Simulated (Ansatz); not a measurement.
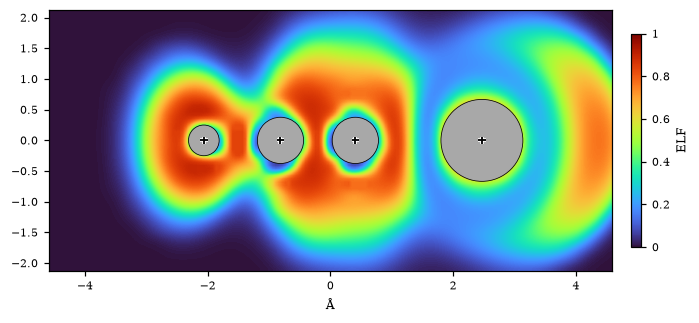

The ELF on a plane through atoms (crosses mark nuclei in the plane; grey discs cover the cores).

The calculation used Ansatz, isolated molecule in a Gaussian basis; Kohn-Sham density functional theory, functional PBE0.

Candidates:
A. FGaH6NSi (SMILES [NH3+][GaH][SiH2]F) (charge +1)
B. C2FIn (SMILES F/[C]=[C+]\[In]) (charge +1, doublet)
C. ClFH2N2Si

**Which system is this?**

Candidate B: C2FIn on a plane that holds the molecular axis, which holds C, F and In. C–C (1.22 Å): the ELF peaks at about 0.85 between the atoms (a multiple bond). C–F (1.25 Å): the ELF peaks at about 0.85 between the atoms: a shared but strongly polarised pair.
